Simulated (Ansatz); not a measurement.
**Redistribution: CH7NSi + GeSi3H10 → CH9NSi2 + SiH2(GeH3)(SiH3)**

Species: CH7NSi `CN[SiH3]`, singlet; GeSi3H10 `[SiH3][SiH2][SiH2][GeH3]`, singlet; CH9NSi2 `CN[SiH2][SiH3]`, singlet; SiH2(GeH3)(SiH3), singlet. The partners trade H for SiH3; both sit on Si, so the bond types are kept.

Shapes, held fixed at every level: PBE0-D4/def2-TZVP. Flexible molecules stand in one conformer, not always the lowest. Programs: Ansatz 0.2.0. The zero-point and thermal change to 298 K, harmonic and unscaled (PBE0-D4/def2-TZVP), is -1.0 kJ/mol.

| level | kind | ΔH(298 K) (kJ/mol) | less CCSD(T)/def2-TZVPP |
| --- | --- | --- | --- |
| HF/def2-TZVPP | Hartree–Fock | +9.0 | -2.9 |
| PBE-D4/def2-TZVPP | GGA | +9.5 | -2.4 |
| wB97M-V/def2-TZVPP | range-separated hybrid | +11.6 | -0.3 |
| wB97X-V/def2-TZVPP | range-separated hybrid | +10.7 | -1.2 |
| MP2/def2-SVP | perturbation theory | +15.8 | +3.9 |
| MP2/def2-TZVPP | perturbation theory | +14.2 | +2.3 |
| CCSD(T)/def2-TZVPP | coupled cluster or CI | +11.9 | 0.0 |

The highest level, CCSD(T)/def2-TZVPP, gives ΔH(298 K) = +11.9 kJ/mol; the levels span +9.0 to +15.8. The column of differences is taken from that level and isn't an error. No measured value is set beside it here. Relativity is left out for Ge. Outer-core shells of Ge are correlated in most correlated rows, in sets that cover them unevenly.

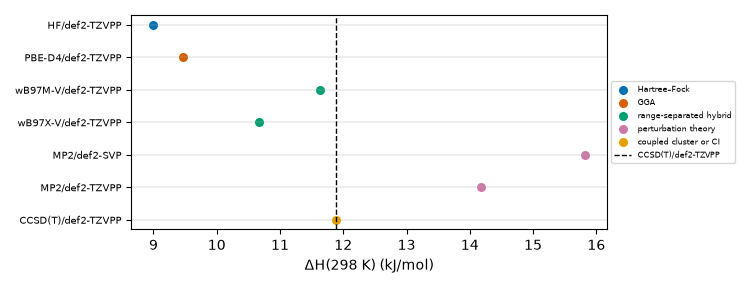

The values of the table, level by level.
